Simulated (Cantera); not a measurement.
Input: 1 mol TiCl4, 0.6 mol H2O, at 77.0 mbar.

Cantera equilibrium calculation (NASA polynomials, part measured and part estimated; ideal gas, pure solids and liquids). Candidate condensed phases: H2O, Ti, TiCl2, TiCl3, TiCl4, TiO, TiO2, Ti2O3, Ti3O5, Ti4O7; 23 gas species. The tables' values for TiCl2 are old estimates; treat these amounts as uncertain. Condensed phases not in the tables: TiOCl. Equilibrium is a limit: real reactors are often held back by kinetics, nucleation or transport.

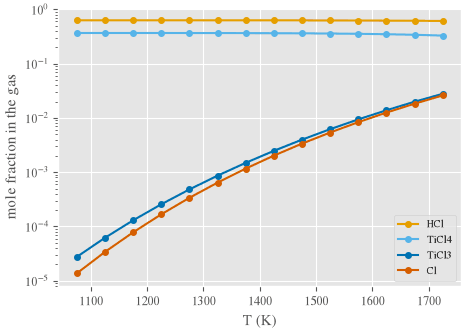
Figure. Equilibrium gas composition (values under 1e-9 drawn at 1e-9)

From 1075 K to 1725 K the condensed part is TiO2(rutile). The main Ti-bearing gas is TiCl4 throughout.
